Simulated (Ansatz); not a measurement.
The starting structures come from a database of crystals and need not be the phases stable at ambient conditions.

 Where the default PAW files enter, the runs use the earlier of Ansatz's two default sets.

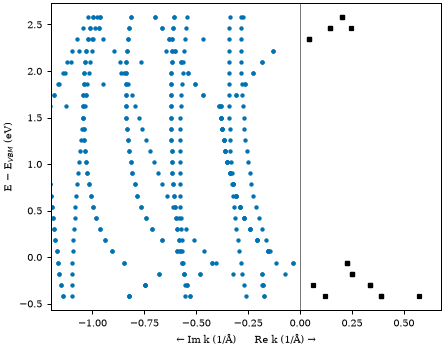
*Complex bands at the centre of the two-dimensional zone; PBEsol in Ansatz (a program for electronic structure)*

The gap is the functional's own, uncorrected, and κ follows it; spin-orbit coupling is left out. Mid-gap values are interpolated between the computed energies.

This is CaTiO$_{3}$ (I4/mcm, not sure to be the ambient phase, 10 atoms a cell, 11.2 Å³ an atom, -3 GPa at this level) along the normal of (001). Read off the slowest decay at the centre of the two-dimensional zone at 1.14 eV, the computed energy nearest the middle of the gap.

κ ≈ 0.26 1/Å, a decay length 1/(2κ) of the density of 1.9 Å.
